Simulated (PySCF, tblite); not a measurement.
# C7H4N radical: geometry, infrared bands and EPR parameters

Aim: predict the infrared bands and EPR parameters of C7H4N radical (`N#Cc1c[c]ccc1`).

The runs use tblite 0.8.0 and PySCF 2.14.0, with density-fitted response routines of our own; the level of theory stands in each step. All values are computed, except where a source is named. Atoms are numbered from 0 throughout.

### Step 1. The starting structure

12 atoms, charge 0, multiplicity 2; geometry from: force field or distance geometry start.

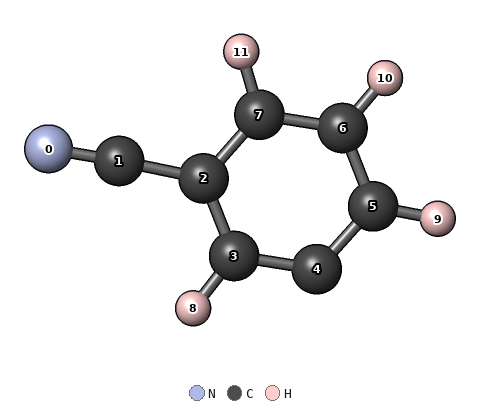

As it starts; nitrogen light blue, carbon dark grey, hydrogen pink, atoms numbered; sticks join atoms by distance.

### Step 2. Geometry optimisation with GFN2-xTB

The job: settings as JSON, then the geometry in Å.

```
{"job": {"kind": "relax", "xc": "GFN2-xTB", "basis": "xTB"}, "charge": 0, "multiplicity": 2}
N      3.536200     0.467800     0.058800
C      2.372000     0.264300     0.031900
C      0.978100    -0.027000     0.025500
C      0.473500    -1.305600     0.064600
C     -0.889700    -1.526400     0.058700
C     -1.819400    -0.495900    -0.023300
C     -1.312900     0.795700    -0.075100
C      0.056700     1.018800    -0.045700
H      1.148900    -2.165000     0.131400
H     -2.886000    -0.702300    -0.031400
H     -2.013800     1.617300    -0.129700
H      0.357500     2.057600    -0.091800
```

Run with:

```
$ OMP_NUM_THREADS=1 python probes_run.py task.json out
```

This one command runs all jobs of the session in turn.

The program printed:

```text
step      E/eV     max force
  0    -538.36963    4.090
  1    -538.08269   13.053
  2    -538.50037    1.572
  3    -538.52246    0.704
  4    -538.53175    0.436
  5    -538.54192    0.629
  6    -538.54673    0.354
  7    -538.54974    0.156
  8    -538.55174    0.213
  9    -538.55319    0.208
 10    -538.55369    0.080
 11    -538.55385    0.031
 12    -538.55395    0.054
 13    -538.55406    0.058
 14    -538.55412    0.033
 15    -538.55414    0.017
 16    -538.55417    0.027
 17    -538.55420    0.037
 18    -538.55424    0.034
 19    -538.55428    0.021
 20    -538.55432    0.024
 21    -538.55437    0.040
 22    -538.55442    0.035
 23    -538.55444    0.015
 24    -538.55446    0.012
 25    -538.55447    0.016
 26    -538.55447    0.012
 27    -538.55447    0.005
```

Wall time 0.21 s (1 thread of Arm Neoverse N1, shared host).

Relaxation path: (the energy doesn't fall at every step)

```csv
step,energy from step 0 (eV),largest force (eV/Å)
0,0.0000,4.0904
1,0.2869,13.0533
2,-0.1307,1.5715
3,-0.1528,0.7039
4,-0.1621,0.4365
5,-0.1723,0.6288
6,-0.1771,0.3545
7,-0.1801,0.1559
8,-0.1821,0.2126
9,-0.1836,0.2077
10,-0.1841,0.0800
11,-0.1842,0.0310
12,-0.1843,0.0541
13,-0.1844,0.0582
14,-0.1845,0.0333
15,-0.1845,0.0173
16,-0.1845,0.0266
17,-0.1846,0.0366
18,-0.1846,0.0341
19,-0.1846,0.0212
20,-0.1847,0.0240
21,-0.1847,0.0404
22,-0.1848,0.0349
23,-0.1848,0.0153
24,-0.1848,0.0116
25,-0.1848,0.0161
26,-0.1848,0.0124
27,-0.1848,0.0051
```

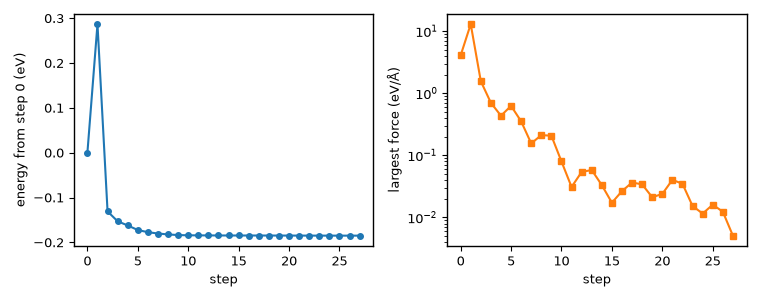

Energy and force, step by step.

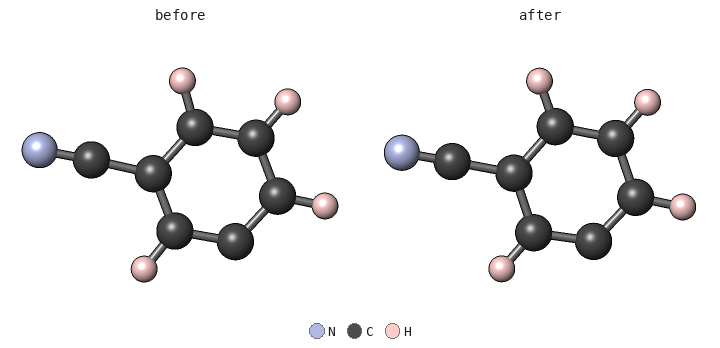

The geometry before (left) and after (right).

Distances of close pairs at the start and the end, largest changes first:

```csv
bond,before (Å),after (Å),change (Å)
N0–C1,1.182,1.147,-0.035
C2–C3,1.375,1.408,+0.033
C4–C5,1.390,1.365,-0.026
C3–C4,1.381,1.358,-0.023
C3–H8,1.095,1.079,-0.016
C1–C2,1.424,1.411,-0.013
C5–H9,1.086,1.079,-0.007
C5–C6,1.388,1.395,+0.007
```

The next job starts from the end point, and lists it.

### Step 3. Infrared spectrum with GFN2-xTB

The job: settings as JSON, then the geometry in Å.

```
{"job": {"kind": "ir", "xc": "GFN2-xTB", "basis": "xTB"}, "charge": 0, "multiplicity": 2}
N      3.468763     0.424606     0.056563
C      2.336846     0.240587     0.039700
C      0.946487    -0.001944     0.019698
C      0.481814    -1.330120     0.073777
C     -0.864492    -1.506692     0.051396
C     -1.793174    -0.509395    -0.018516
C     -1.322580     0.803297    -0.071408
C      0.036146     1.051518    -0.052609
H      1.184405    -2.147387     0.129879
H     -2.852979    -0.712173    -0.033096
H     -2.025945     1.621049    -0.126863
H      0.405907     2.065967    -0.094547
```

The program printed:

```text
mode    cm-1     km/mol
  1     125.7      4.37
  2     147.3      7.31
  3     307.6      2.07
  4     379.1      6.37
  5     428.6      0.17
  6     530.9      1.65
  7     535.5      4.39
  8     585.7      6.23
  9     621.1      7.55
 10     750.8      2.92
 11     756.7     22.07
 12     846.5      0.87
 13     877.3      0.34
 14     905.9      0.00
 15     959.3      3.14
 16    1083.4      5.60
 17    1099.6      3.20
 18    1159.3      1.21
 19    1194.8      3.66
 20    1237.3      5.89
 21    1264.4      0.66
 22    1398.2      1.25
 23    1437.0      7.67
 24    1490.2      2.07
 25    1600.1      0.79
 26    2366.1    232.14
 27    3073.2      6.92
 28    3082.8     16.95
 29    3086.2     11.65
 30    3089.1     17.42
```

Wall time 0.47 s (1 thread of Arm Neoverse N1, shared host).

The strongest bands and the atoms that carry them (share of the mass-weighted mode):

| cm⁻¹ | km/mol | atoms |
| --- | --- | --- |
| 147 | 7.3 | N0 46 %, C2 13 %, C3 10 % |
| 621 | 7.5 | C2 32 %, H11 12 %, C6 11 % |
| 757 | 22.1 | H9 29 %, H10 24 %, H11 14 % |
| 1437 | 7.7 | C2 26 %, C7 23 %, C4 18 % |
| 2366 | 232.1 | C1 60 %, N0 39 % |
| 3083 | 16.9 | H9 49 %, H11 41 % |
| 3086 | 11.7 | H8 88 % |
| 3089 | 17.4 | H11 33 %, H9 31 %, H10 26 % |

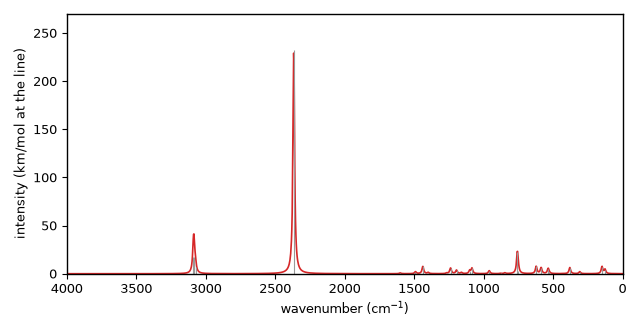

The infrared spectrum from these modes, unscaled. Lines are broadened to a width of 14 cm⁻¹ (Lorentzian).

### Step 4. g tensor and hyperfine couplings: B3LYP/pcH-1

The job, as its differences from that of step 3:

```diff
@@ -1,2 +1,2 @@
-{"job": {"kind": "ir", "xc": "GFN2-xTB", "basis": "xTB"}, "charge": 0, "multiplicity": 2}
+{"job": {"kind": "epr", "basis": "pcH-1"}, "charge": 0, "multiplicity": 2}
 N      3.468763     0.424606     0.056563
```

With the program's defaults for keys left out, this is: UKS B3LYP, pcH-1 on C H N, non-relativistic, mean-field spin-orbit, GIAO.

The program printed:

```text
UKS, coarse grid
  cycle   1  E = -323.76435612  |g| = 3.33e-01
  cycle   2  E = -323.60885804  |g| = 6.93e-01
  cycle   3  E = -323.81531912  |g| = 1.08e-01
  cycle   4  E = -323.82041050  |g| = 3.94e-02
  cycle   5  E = -323.82113905  |g| = 1.41e-02
  cycle   6  E = -323.82124717  |g| = 4.57e-03
  cycle   7  E = -323.82126355  |g| = 2.82e-03
  cycle   8  E = -323.82127190  |g| = 1.10e-03
  cycle   9  E = -323.82127518  |g| = 7.04e-04
UKS, final grid
  cycle   1  E = -323.82128145  |g| = 8.30e-04
  cycle   2  E = -323.82128129  |g| = 1.31e-03
  cycle   3  E = -323.82128214  |g| = 3.18e-04
  cycle   4  E = -323.82128224  |g| = 2.11e-04
  cycle   5  E = -323.82128237  |g| = 1.96e-04
  cycle   6  E = -323.82128241  |g| = 2.52e-05
  cycle   7  E = -323.82128241  |g| = 7.63e-06
E = -323.82128241 Eh   <S^2> = 0.7570 (exact 0.7500)
g shifts (ppm)      1          2          3
  rmc          -165       -165       -165
  gc             31         12        -25
  oz_so        -637        -32        911
  total        -771       -185        720
hyperfine (MHz)  atom isotope    a_iso     a_fc   dipolar eigenvalues
    0   14N       0.41       0.41     -0.58      0.08      0.50
    1   13C       7.36       7.36     -1.22     -1.19      2.41
    2   13C      56.83      56.83     -5.98     -2.02      8.00
    3   13C      19.19      19.19    -13.69     -1.76     15.45
    4   13C     413.21     413.21    -79.50    -62.97    142.47
    5   13C      14.01      14.01    -13.87     -2.15     16.01
    6   13C      48.93      48.93     -6.45     -2.17      8.62
    7   13C      -7.35      -7.35     -6.26      2.22      4.03
    8    1H      59.17      59.17     -6.71     -5.70     12.41
    9    1H      57.00      57.00     -6.90     -5.74     12.64
   10    1H      15.03      15.03     -3.09     -2.25      5.34
   11    1H       6.22       6.22     -1.53      0.30      1.23
```

Run time: 85 s. Hardware: 1 thread of Arm Neoverse N1, shared host; peak memory 0.87 GiB.

Principal g values 2.00155, 2.00213, 2.00304; g(iso) = 2.00224, against 2.00232 for a free electron.

Hyperfine couplings, nucleus by nucleus at this fixed geometry (no averaging over rotations):

```
nuclei  isotope  a(iso) (MHz)  a(iso) (G, at g = 2.0023)  largest dipolar term (MHz)
    C4      13C         413.2                      147.4                       142.5
    H8       1H          59.2                       21.1                        12.4
    H9       1H          57.0                       20.3                        12.6
    C2      13C          56.8                       20.3                         8.0
    C6      13C          48.9                       17.5                         8.6
    C3      13C          19.2                        6.8                        15.4
   H10       1H          15.0                        5.4                         5.3
    C5      13C          14.0                        5.0                        16.0
    C1      13C           7.4                        2.6                         2.4
    C7      13C          -7.4                       -2.6                        -6.3
   H11       1H           6.2                        2.2                        -1.5
    N0      14N           0.4                        0.1                        -0.6
```

Mulliken spin populations:

```
atom  value (e)
  N0       0.01
  C1       0.00
  C2       0.06
  C3      -0.08
  C4       1.01
  C5      -0.08
  C6       0.06
  C7      -0.04
  H8       0.02
  H9       0.02
 H10       0.01
 H11       0.00
```

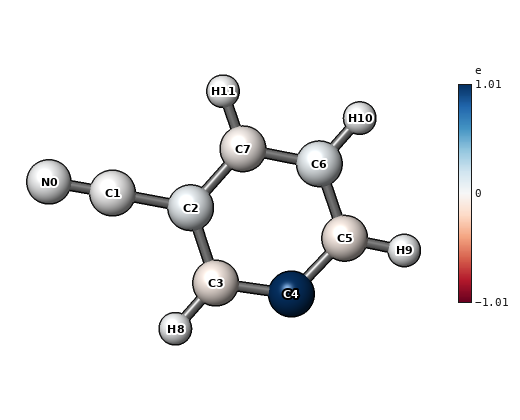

Mulliken spin populations, as colours on the atoms.

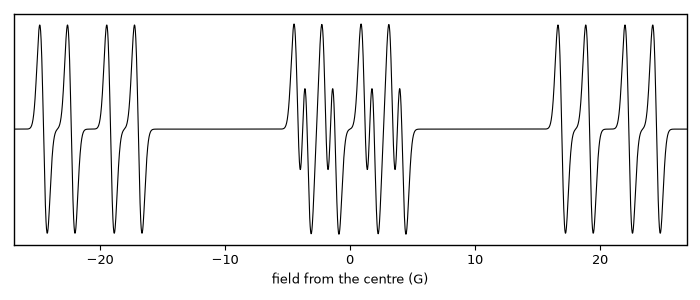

First-order isotropic spectrum (first derivative, main isotopes with spin only, couplings over 0.8 MHz, Gaussian width 0.3 G; couplings of the frozen geometry, rotation of groups not averaged beyond the rows shown).

The fields below are evaluated on a grid from the run's orbitals.

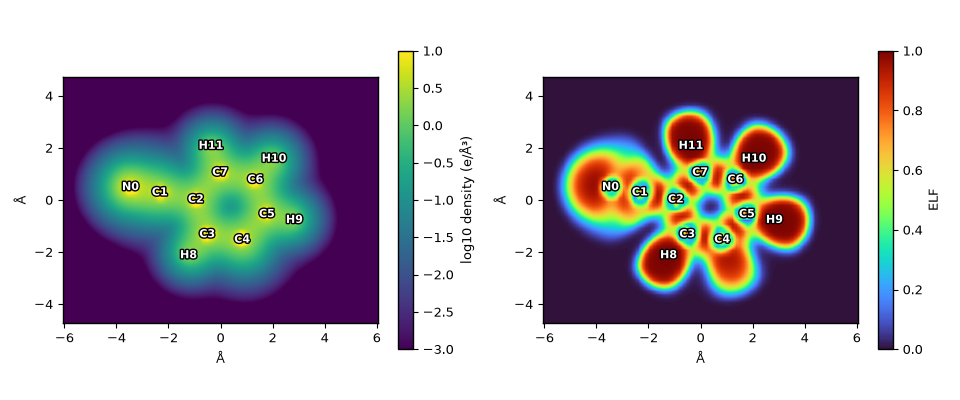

Density (left) and ELF (right) in a plane through or near 12 of the atoms.

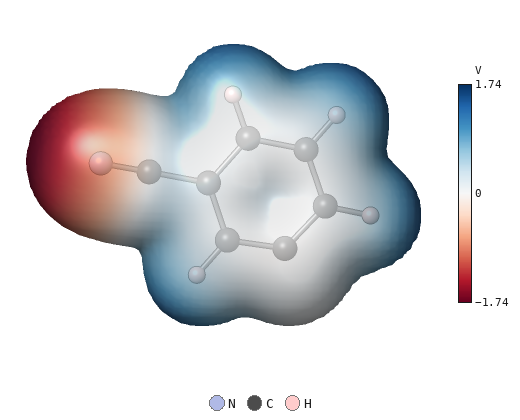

Electrostatic potential on the surface of density 0.002 e/bohr³; red is low, blue high. It runs from -1.74 V near N0 to 1.37 V near H10.

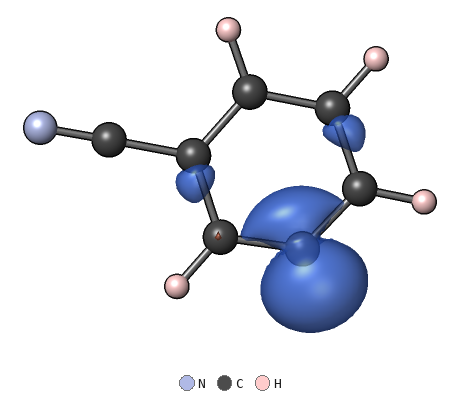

Spin density at ±0.05 e/Å³ (alpha excess blue, beta excess red).

### Step 5. Results

```
                                 quantity                  value
strongest single infrared mode (GFN2-xTB)  2366 cm⁻¹, 232 km/mol
             zero-point energy (GFN2-xTB)          52.1 kcal/mol
                           g(iso) (B3LYP)                2.00224
                                     ⟨S²⟩     0.757 (exact 0.75)
                           largest a(iso)   13C on C4, 413.2 MHz
    surface potential, least and greatest     -1.74 V and 1.37 V
```

What this shows: The optimisation took 27 steps and gained 0.185 eV; among the close pairs (by a distance rule), N0–C1 changed most, from 1.182 to 1.147 Å. No mode is imaginary among the 30: a minimum at this level. The strongest single mode, at 2366 cm⁻¹, moves mainly C1 and N0. GFN2-xTB is a fitted tight-binding method: band positions and strengths are rough. Its intensities can rank the bands wrongly. C4 carries the largest spin population, 1.01 e. The isotropic g lies 0.1 ppt below the free-electron value.
